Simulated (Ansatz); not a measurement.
# What a change does: single-point calculation on SiN₂H₃F

System: SiN₂H₃F.
Method of run 1: RKS CAM-B3LYP-D4/def2-SVPD (Ansatz 0.2.0).

Text and figures count atoms from 1; the logs count them from 0 in places.

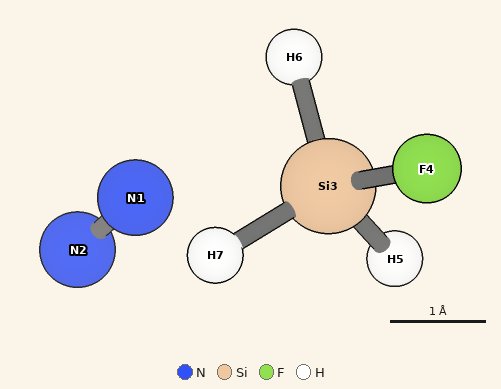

**Figure 1.** The structure (ball-and-stick view, seen at a tilt; atoms are numbered from 1 in the order of the input). Bond lengths as drawn: F–Si 1.64 Å, H–Si 1.48 Å and N–N 1.10 Å.

The input, run 1:
```yaml
crystal:
  periodic: [false, false, false]
  atoms:
    - { symbol: "N", position_ang: [1.346042, 2.173259, 3.023206] }
    - { symbol: "N", position_ang: [2.021943, 3.017501, 3.19611] }
    - { symbol: Si, position_ang: [-0.11615, 0.065397, 1.113725] }
    - { symbol: F, position_ang: [-0.920232, -1.062612, 0.233258] }
    - { symbol: H, position_ang: [1.335107, -0.153211, 0.915996] }
    - { symbol: H, position_ang: [-0.498384, -0.132561, 2.531997] }
    - { symbol: H, position_ang: [-0.532514, 1.401571, 0.629667] }
basis:
  gaussian: { orbitals: def2-SVPD }
hamiltonian:
  xc: { name: CAM-B3LYP }
  dispersion: d4
output:
  forces: true
```

Launched with:
```bash
ansatz run input.yaml --threads 1 --pin off --max-ram 2560MiB --backend cpu --events-out ev --progress --plain --runs-dir out
```

Hardware: 1 thread of Arm Neoverse V1, 24 GiB of memory available, shared host.

Output (run 1):
```
Engine: ansatz 0.2.0, aarch64-unknown-linux-gnu
Functional definition: CAM-B3LYP
  parameter alpha = 0.19
  parameter beta = 0.46
  parameter omega = 0.33/bohr
  parameter ac = 0.81
  exchange = (1 - alpha - beta)*b88_x + beta*b88_x_sr(omega) + alpha*exact_x + beta*exact_x_lr(omega)
  correlation = (1 - ac)*vwn5_c + ac*lyp_c
964 factors; their error is unknown
397 factors; integrals over basis functions are off by at most 1.9e-5 eV
mean field evaluation 1: about -13614.8301 eV, gradient 3.3e1 eV
mean field evaluation 2: about -13613.7869 eV, gradient 4.4e1 eV
mean field evaluation 4: about -13616.6099 eV, gradient 1.1e0 eV
mean field evaluation 8: about -13616.6688 eV, gradient 1.7e-2 eV
mean field -13616.66879069 eV, -500.4033483481 hartree, gradient 1.9e-5 eV, S^2 0.000000; 0 other end points of the search recorded, 0 dependent functions left out
the calculation of the forces begins
reference -13616.66893117 eV, -500.4033535107 hartree; 20, 20 occupied and 91, 91 virtual orbitals, 964 factors
Total energy: -13616.74137751 eV, -500.4060158645 hartree
Atom 0 at     1.346042     2.173259     3.023206 Å, force     0.016383     0.005204    -0.078974 eV/Å
Atom 1 at     2.021943     3.017501     3.196110 Å, force     0.002020     0.009976     0.041170 eV/Å
Atom 2 at    -0.116150     0.065397     1.113725 Å, force    -0.048872    -0.024835     0.184277 eV/Å
Atom 3 at    -0.920232    -1.062612     0.233258 Å, force     0.032131     0.031970    -0.035969 eV/Å
Atom 4 at     1.335107    -0.153211     0.915996 Å, force     0.007963    -0.004001    -0.028714 eV/Å
Atom 5 at    -0.498384    -0.132561     2.531997 Å, force    -0.009570    -0.021035    -0.051868 eV/Å
Atom 6 at    -0.532514     1.401571     0.629667 Å, force    -0.000055     0.002721    -0.029921 eV/Å
Dipole moment:     0.199022     0.279435     0.219248 e Å
```

For run 2 the input was changed thus:
```diff
-    - { symbol: "N", position_ang: [1.346042, 2.173259, 3.023206] }
-    - { symbol: "N", position_ang: [2.021943, 3.017501, 3.19611] }
+    - { symbol: "N", position_ang: [1.21299, 1.981455, 2.849454] }
+    - { symbol: "N", position_ang: [1.888892, 2.825697, 3.022358] }
```

What does this change do to the results?

With the same method and basis, run 2 lies 0.42 kcal/mol higher. The largest force goes from 0.192 to 0.257 eV/Å.

Output (run 2):
```
Engine: ansatz 0.2.0, aarch64-unknown-linux-gnu
Functional definition: CAM-B3LYP
  parameter alpha = 0.19
  parameter beta = 0.46
  parameter omega = 0.33/bohr
  parameter ac = 0.81
  exchange = (1 - alpha - beta)*b88_x + beta*b88_x_sr(omega) + alpha*exact_x + beta*exact_x_lr(omega)
  correlation = (1 - ac)*vwn5_c + ac*lyp_c
964 factors; their error is unknown
397 factors; integrals over basis functions are off by at most 1.9e-5 eV
mean field evaluation 1: about -13614.8217 eV, gradient 3.3e1 eV
mean field evaluation 2: about -13613.7518 eV, gradient 4.4e1 eV
mean field evaluation 4: about -13616.5858 eV, gradient 1.3e0 eV
mean field evaluation 8: about -13616.6454 eV, gradient 1.7e-2 eV
mean field -13616.64538518 eV, -500.4024882117 hartree, gradient 2.3e-5 eV, S^2 0.000000; 0 other end points of the search recorded, 0 dependent functions left out
the calculation of the forces begins
reference -13616.64552241 eV, -500.4024932549 hartree; 20, 20 occupied and 91, 91 virtual orbitals, 964 factors
Total energy: -13616.72296414 eV, -500.4053391859 hartree
Atom 0 at     1.212990     1.981455     2.849454 Å, force     0.121515     0.136701    -0.050928 eV/Å
Atom 1 at     1.888892     2.825697     3.022358 Å, force    -0.002227     0.010097     0.069650 eV/Å
Atom 2 at    -0.116150     0.065397     1.113725 Å, force    -0.101290    -0.080993     0.221494 eV/Å
Atom 3 at    -0.920232    -1.062612     0.233258 Å, force     0.039482     0.037927    -0.051639 eV/Å
Atom 4 at     1.335107    -0.153211     0.915996 Å, force    -0.003178    -0.016203    -0.041932 eV/Å
Atom 5 at    -0.498384    -0.132561     2.531997 Å, force    -0.046622    -0.075147    -0.104055 eV/Å
Atom 6 at    -0.532514     1.401571     0.629667 Å, force    -0.007680    -0.012383    -0.042589 eV/Å
Dipole moment:     0.210341     0.295321     0.231684 e Å
```

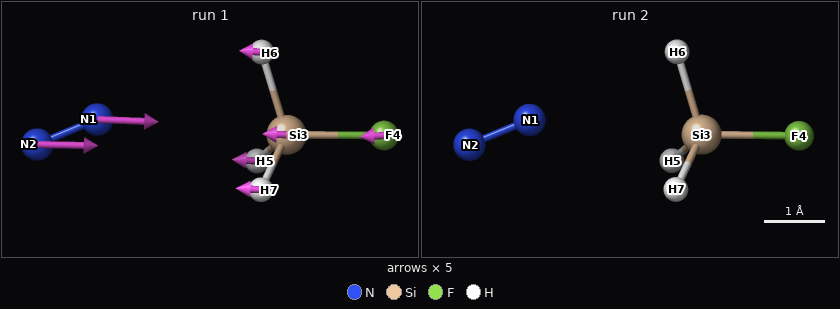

**Figure 2.** The two input geometries at one scale (ball-and-stick view, seen at a tilt). The pink arrows on the first give the shifts of the atoms after the best rigid fit, magnified 5 times. The largest moves after the best rigid fit, 0.21 Å, are those of N1 and N2. Largest moves by element: N 0.21 Å, H 0.09 Å, F 0.08 Å, Si 0.08 Å.

The two runs side by side:

| quantity | run 1 | run 2 |
| --- | --- | --- |
| outcome | converged | converged |
| total energy (hartree) | −500.406016 | −500.405339 |
| largest force (eV/Å) | 0.192 | 0.257 |
| basis functions | 111 | 111 |
| wall time (shared host) | 4.2 s | 4.2 s |
